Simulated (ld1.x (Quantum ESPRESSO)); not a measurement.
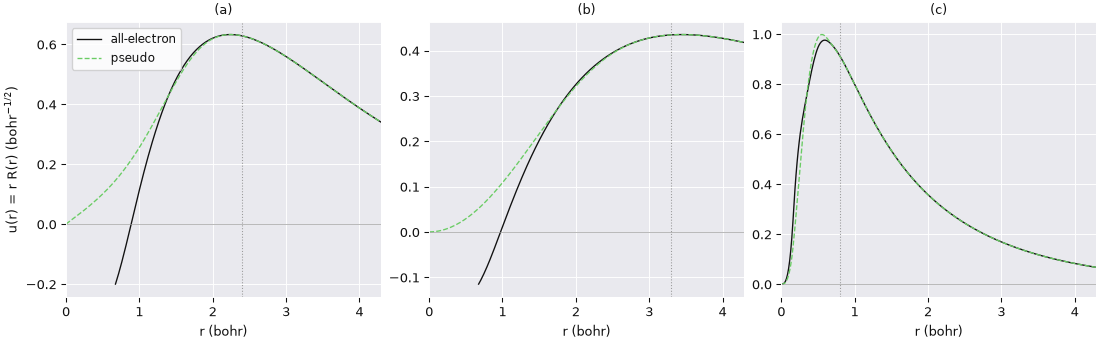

Partial waves u(r) = r R(r), all-electron (solid) and pseudo (dashed). Dotted lines mark the matching radii. The all-electron curves start outside the innermost oscillations, which aren't drawn.

ld1.x (Quantum ESPRESSO) 7.5, Wu–Cohen, scalar-relativistic. The levels are (a) -5.04 eV, (b) -0.92 eV, (c) -5.67 eV.

**Identify the atom and the shell in each panel.**

Copper (Cu), core [Ar], valence 3d10 4s0.75 4p0.25 (neutral): (a) 4s, (b) 4p, (c) 3d.

**Are the pseudo-waves norm-conserving?**

Yes. The TM semilocal scheme keeps the all-electron norm inside the radius.
